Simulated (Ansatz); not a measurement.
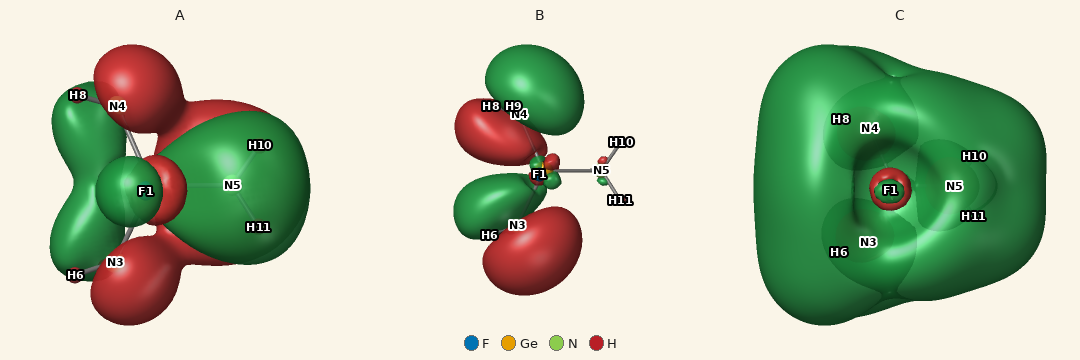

FGeH6N3. Three frontier orbitals at ±0.04 Å⁻³ᐟ² (green and red are the two phases), in no order.

Geometry: PBE0-D4/def2-SVP.

All numbers below come from Ansatz, isolated molecule in a Gaussian basis; Kohn-Sham density functional theory, functional PBE0.

```xyz
11

F     1.7986    0.3401    0.3781
Ge    0.3056   -0.5641    0.3218
N     0.6849   -1.9812    1.3927
N    -0.9228    0.7135    0.7188
N    -0.1596   -1.2410   -1.2771
H     1.2183   -1.7554    2.2268
H    -0.0984   -2.5795    1.6362
H    -0.6454    1.3608    1.4504
H    -1.8688    0.3863    0.8885
H    -0.3996   -0.5682   -1.9973
H     0.4371   -1.9740   -1.6453
```

**Order the three orbitals by energy and name them.**

A is the HOMO−1 (−7.89 eV). Its weight (Hirshfeld) is mainly on N5 (about 65 %) and Ge2 (about 10 %). B is the HOMO (−7.34 eV). It lies mainly on N4 (about 40 %), N3 (about 40 %) and Ge2 (about 10 %); largely a combination of lone pairs on N4 and N3. C is the LUMO (−0.31 eV). It lies mainly on Ge2 (about 25 %), H7 (about 10 %), H9 (about 10 %), H6 (about 10 %), H8 (about 10 %), N3 (about 5 %) and N4 (about 5 %).

**What is the HOMO–LUMO gap?**

7.03 eV between the orbital energies.
